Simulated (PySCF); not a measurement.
# RuOH2: quintet, from a PBE0 minimum start

The task is one start of a wider search on RuOH2: the quintet, from a PBE0 minimum start. It is relaxed, tested by its Hessian and followed downhill if it is a saddle.

Program: PySCF 2.14.0. Level of theory: PBE0, basis Ru def2-TZVP with ECP28, O def2-TZVP, H def2-TZVP, scalar-relativistic core potentials, no spin–orbit coupling, density fitting. These are calculated values, not measurements.

**1. Starting geometry**

4 atoms, charge 0, spin multiplicity 5.

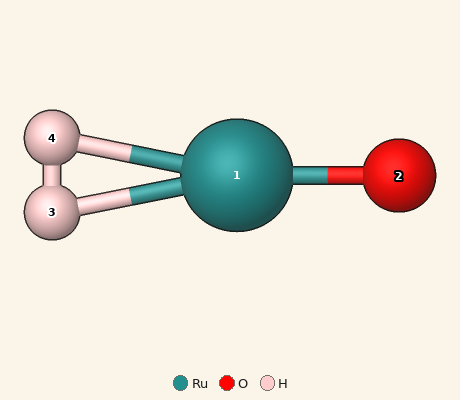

Start geometry, drawn with ruthenium teal, oxygen red, hydrogen pink; atoms are numbered from 1 in the order of the file.

```xyz
4
charge 0 multiplicity 5
Ru    0.0000    0.0000   -0.1951
O     0.0000    0.0000    1.5127
H    -0.3920    0.0000   -2.1407
H     0.3920    0.0000   -2.1407
```

**2. Finding the electronic state**

The steps below are one call of a driver around PySCF. For each, scf.py gives the equivalent set-up of the SCF; relaxations use the driver's own optimiser. After this first run the driver tries any further starts and a stability analysis.

scf.py

```python
from pyscf import gto, scf, dft
mol = gto.M(atom='''
Ru    -0.000000    -0.000000    -0.195090
O      0.000000     0.000000     1.512710
H     -0.391980    -0.000000    -2.140670
H      0.391980     0.000000    -2.140670''',
    basis={'Ru': 'def2-TZVP', 'O': 'def2-TZVP', 'H': 'def2-TZVP'},
    ecp={'Ru': 'def2-TZVP'},
    charge=0, spin=4)
mf = dft.UKS(mol, xc='PBE0')
mf.grids.atom_grid = (50, 194)
aux = {'Ru': 'def2-universal-JKFIT', 'O': 'def2-universal-JKFIT', 'H': 'def2-universal-JKFIT'}
mf = mf.density_fit(auxbasis=aux)
mf.conv_tol = 1e-08
mf.diis_space = 10
mf.max_cycle = 60
mf.init_guess = 'minao'
mf.verbose = 4
mf.kernel()
```

On the command line:

```sh
$ OMP_NUM_THREADS=2 python axn.py task.json out
```

Log:

```text
init E= -163.187563370103
[... the frontier-level lines of each cycle are left out ...]
cycle= 1 E= -170.898498452319  delta_E= -7.71  |g|= 0.778  |ddm|= 3.02
cycle= 2 E= -169.539377899832  delta_E= 1.36  |g|= 1.75  |ddm|= 3.68
cycle= 3 E= -171.122685067161  delta_E= -1.58  |g|= 0.331  |ddm|=  3.5
cycle= 4 E= -171.107803154961  delta_E= 0.0149  |g|= 0.396  |ddm|= 0.328
cycle= 5 E= -171.168245708606  delta_E= -0.0604  |g|= 0.0328  |ddm|= 0.236
cycle= 6 E= -171.168665728345  delta_E= -0.00042  |g|= 0.0128  |ddm|= 0.0248
cycle= 7 E= -171.168726980908  delta_E= -6.13e-05  |g|= 0.00464  |ddm|= 0.0117
cycle= 8 E= -171.168737365933  delta_E= -1.04e-05  |g|= 0.00123  |ddm|= 0.00621
cycle= 9 E= -171.168738396894  delta_E= -1.03e-06  |g|= 0.000387  |ddm|= 0.00218
cycle= 10 E= -171.16873853686  delta_E= -1.4e-07  |g|= 9.91e-05  |ddm|= 0.000716
cycle= 11 E= -171.168738550259  delta_E= -1.34e-08  |g|= 3.12e-05  |ddm|= 0.000176
cycle= 12 E= -171.168738551995  delta_E= -1.74e-09  |g|= 1.29e-05  |ddm|= 6.36e-05
Extra cycle  E= -171.168738551866  delta_E= 1.29e-10  |g|= 3.25e-05  |ddm|= 2.85e-05
converged SCF energy = -171.168738551866  <S^2> = 6.0089685  2S+1 = 5.0035861
```

This step, with its further starts and checks, needed 12 s of wall time on 2 threads of INTEL XEON PLATINUM 8581C at 2.10GHz (Emerald Rapids), shared host.

Energies from each starting density:

```csv
start,energy (Eh)
the minimal-basis guess,-171.168739
a thermally smeared density,-171.168739
a smeared PBE density,-171.168739
```

The test of internal stability and the other starts found no lower solution of this spin.

**3. Relaxing the quintet from the PBE0 minimum start**

The program finds C2v symmetry in the start, which this walk keeps. The walk stops when the largest gradient is under 0.0003 Eh/bohr and the energy has settled too.

Edit scf.py of step 2 so:

```diff
@@ -3,4 +3,4 @@
-Ru    -0.000000    -0.000000    -0.195090
-O      0.000000     0.000000     1.512710
-H     -0.391980    -0.000000    -2.140670
-H      0.391980     0.000000    -2.140670''',
+Ru     0.000000     0.000000    -0.195093
+O      0.000000     0.000000     1.512707
+H     -0.391980     0.000000    -2.140673
+H      0.391980     0.000000    -2.140673''',
@@ -17 +16,0 @@
-mf.init_guess = 'minao'
```

Energy and gradient, step by step:

```csv
step,energy (Eh),change (kJ/mol),largest symmetric gradient (Eh/bohr)
0,-171.168744,0.00,0.00004
```

The walk took 1.4 s.

Geometry (Å) and forces (eV/Å) at some steps:

```
step 0
Ru   0.000   0.000  -0.195   0.000   0.000   0.002
O    0.000   0.000   1.513   0.000   0.000   0.001
H   -0.392   0.000  -2.141   0.001   0.000  -0.002
H    0.392   0.000  -2.141  -0.001   0.000  -0.002
```

It settles in C2v symmetry, 0.0 kJ/mol below the start, after 0 steps: H–H 0.784 Å, Ru–H 1.985 Å (×2), Ru–O 1.708 Å; H–H–Ru 78.6° (×2), H–Ru–H 22.8°, H–Ru–O 168.6° (×2).

**4. Is it a minimum? Harmonic modes**

On the finer grid the gradient is checked again; gradients at displacements of ±0.02 bohr then give force constants and infrared intensities.

Edit scf.py of step 3 so:

```diff
@@ -11 +11 @@
-mf.grids.atom_grid = (50, 194)
+mf.grids.atom_grid = (75, 302)
@@ -14 +14 @@
-mf.conv_tol = 1e-08
+mf.conv_tol = 1e-10
```

The driver hands on the density of the step before, so the log starts near convergence.

Log of the central SCF (cycles and frontier levels):

```text
init E= -171.168729049448
[... the frontier-level lines of each cycle are left out ...]
cycle= 1 E= -171.168729049448  delta_E= 2.56e-13  |g|= 9.9e-07  |ddm|= 7.85e-07
Extra cycle  E= -171.168729049444  delta_E= 3.98e-12  |g|= 3.49e-06  |ddm|= 2.22e-06
converged SCF energy = -171.168729049444  <S^2> = 6.0089737  2S+1 = 5.0035882
```

The whole step took 59 s.

Geometry: C2v; H–H 0.784 Å, Ru–H 1.985 Å (×2), Ru–O 1.708 Å; H–H–Ru 78.6° (×2), H–Ru–H 22.8°, H–Ru–O 168.6° (×2).

Modes, for the most abundant isotopes:

```csv
ω (cm⁻¹),IR (km/mol)
152,0.5
253,2.1
710,19.9
909,113
1184,23.5
3800,78.2
```

All wavenumbers are real: a minimum.

Here the density breaks the symmetry of the frame, and no labels are given.

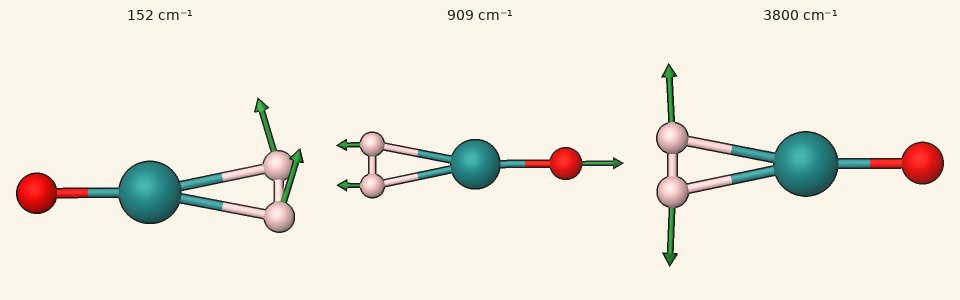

How the atoms move in 3 of the modes.

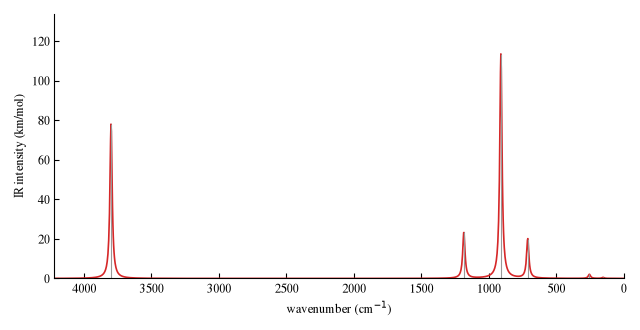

The harmonic infrared spectrum (widths in cm⁻¹). Lines are broadened to a width of 20 cm⁻¹ (Lorentzian).

Properties at this point:

* Dipole moment: 4.57 D
* Highest occupied level: -6.31 eV
* Lowest empty level: -2.62 eV
* Rotational constants: 54.43, 0.3391, 0.337 cm⁻¹
* Zero-point energy: 41.9 kJ/mol
* Principal polarisabilities: 36.2, 38.5, 56.3 bohr³
* Atomisation energy without zero-point energy: 929 kJ/mol
* Principal traceless quadrupole moments about the centre of mass: -1.13, 0.28, 0.85 D Å
* Entropy at 298.15 K and 1 bar (electronic part: spin only): 272.6 J/(mol K)
* Heat capacity Cp at 298.15 K: 54.9 J/(mol K)
* Enthalpy at 298.15 K above 0 K: 13.33 kJ/mol
* Rotational symmetry number: 2
* Spin squared ⟨S²⟩: 6.009

Charges (e) and bond orders:

```tsv
atom	Mulliken	Löwdin	polar tensor	spin (Mulliken)	Mayer order to Ru1
Ru1	0.43	0.15	0.46	3.13	–
O2	-0.58	-0.34	-0.66	0.86	1.91
H3,4	0.07	0.10	0.10	0.00	0.21
```

Mulliken populations on Ru1 (outside its core potential): s 2.61, p 6.19, d 6.75, f 0.01.

**5. Results**

```
                                          quantity                                                                                              value
                                           minimum                                                                                       quintet, C2v
                                          geometry  H–H 0.784 Å, Ru–H 1.985 Å (×2), Ru–O 1.708 Å; H–H–Ru 78.6° (×2), H–Ru–H 22.8°, H–Ru–O 168.6° (×2)
                                wavenumbers (cm⁻¹)                                                                     152, 253, 710, 909, 1184, 3800
                                     dipole moment                                                                                             4.57 D
highest occupied, lowest empty level (either spin)                                                                                    -6.31, -2.62 eV
                        polar-tensor charge of Ru1                                                                                            +0.46 e
                                 zero-point energy                                                                                        41.9 kJ/mol
                               entropy at 298.15 K                                                                                    272.6 J/(mol K)
         atomisation energy (no zero-point energy)                                                                                         929 kJ/mol
                                              ⟨S²⟩                                                                                              6.009
```

What this shows: The molecule stays C2v, as typed, and the end point is a minimum. In the infrared the band at 909 cm⁻¹ leads. Most of the spin sits on Ru1 (Mulliken spin 3.13, against 4 for the whole molecule). Only this shape and spin were tried, so other structures or states may lie lower. The SCF density has lower symmetry than the nuclear frame. One determinant may miss the lowest occupation of an open d or f shell.

The search up to here took 73 s.
